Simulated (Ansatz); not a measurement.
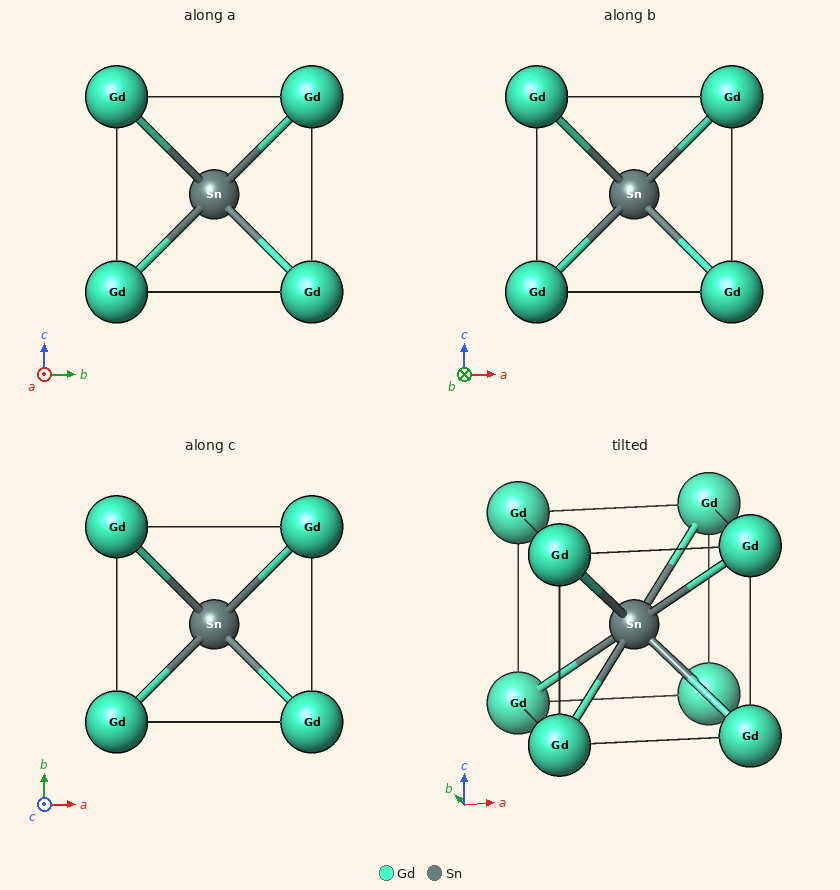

The image is a ball-and-stick drawing of a crystal, viewed along the a axis, along the b axis, along the c axis and slightly off an axis. The conventional unit cell is outlined; an atom on or near a face, edge or corner is repeated at each equivalent position.

Lattice parameters: a = 3.825 Å, b = 3.825 Å, c = 3.825 Å, α = 90.00°, β = 90.00°, γ = 90.00°. Put a along x and b in the xy plane.

Reconstruct the structure as a POSCAR file.

```
Gd Sn
1.0
     3.825    0.000    0.000
     0.000    3.825    0.000
     0.000    0.000    3.825
Gd Sn
1 1
Direct
  0.0000 0.0000 0.0000
  0.5000 0.5000 0.5000
```

Provenance: a structure type filled with these elements by a generator (whether the compound takes this form wasn't checked). Earlier steps of the study, as a rule a relaxation of our own, may have changed the cell and positions, so they can lie some per cent off the listed ones. It went into a calculation with Ansatz.
